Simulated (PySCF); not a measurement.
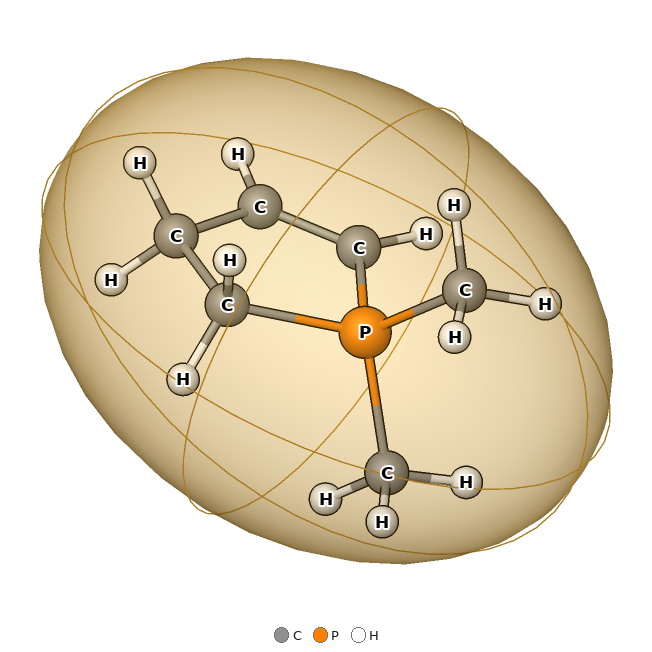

The ellipsoid shows the static dipole polarisability: its half-axes are proportional to the principal values. The species has charge +1 and is a spin singlet. The geometry was computed by an optimisation with GFN2-xTB. No frequency run is at hand to confirm it as a minimum. Computed with CAM-B3LYP/def2-SVPD (PySCF 2.14.0).

### Give the principal values, the mean and the anisotropy.

Principal values 73.9, 76.4, 100.1 bohr³; mean 83.5 bohr³ (12.37 Å³); anisotropy 25.1 bohr³, so the longest axis is 1.35 times the shortest.

The geometry is semi-empirical. Around P such bond lengths and angles can be off by a tenth of an ångström or more and by several degrees, and values that hang on the shape move with them.
